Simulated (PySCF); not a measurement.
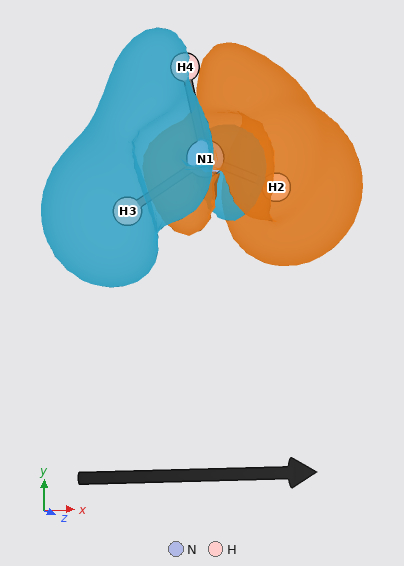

Figure. H₃N, SMILES `N`. Change of the electron density in a uniform field of 0.41 V/Å along +x (arrow), surfaces at ±0.002 e/Å³ (light blue: gain, orange: loss).

Computed with PySCF, M06-2X/def2-TZVP, geometry: GFN2-xTB. No frequency check shows the geometry to be a minimum. A basis without diffuse functions makes polarisabilities too small.

Coordinates in Å:

```
N1       0.0000   -0.0000    0.1100
H2       0.8717   -0.3620   -0.2568
H3      -0.7495   -0.5738   -0.2567
H4      -0.1223    0.9360   -0.2567
```

Q: What dipole is induced, and what polarisability does it imply?

A: The induced dipole is 0.22 D (along the field); α along this axis, from the fields in both directions, is 11 bohr³ (1.6 Å³).

Q: Which atoms gain and lose the most charge?

A: Electrons gather most on H3 (Hirshfeld charge changes by −0.011 e) and leave H2 most (+0.012 e); 0.029 electrons are displaced in all.
